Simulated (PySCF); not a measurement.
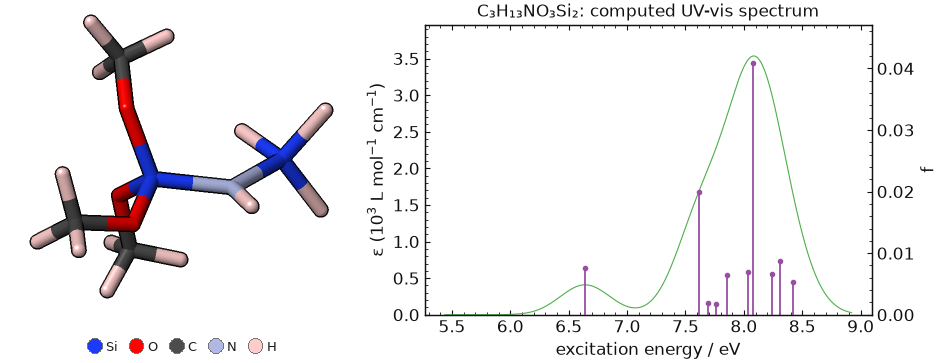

Computed absorption of C₃H₁₃NO₃Si₂. Vertical TDDFT excitations, CAM-B3LYP/def2-SVPD in PySCF, at a PBE0-D3(BJ)/def2-SVP geometry (no frequency check), gas phase. Only the first 10 singlet excitations are included; each is broadened by a Gaussian of 1/e half-width 0.30 eV. Sticks give oscillator strengths (right axis).

Q: Which of the computed transitions is the brightest, and what character does the calculation give it?

A: S7 at 8.08 eV (153 nm), f = 0.041, mixed, the largest part being HOMO → LUMO+7 (20 %) (S6 lies within 0.06 eV, too close to order).

Q: Where is the lowest singlet, and is it bright?

A: S1 lies at 6.64 eV (187 nm) with f = 0.008, mainly HOMO → LUMO (78 %); it is weak.

Note: core orbitals are frozen in the response.
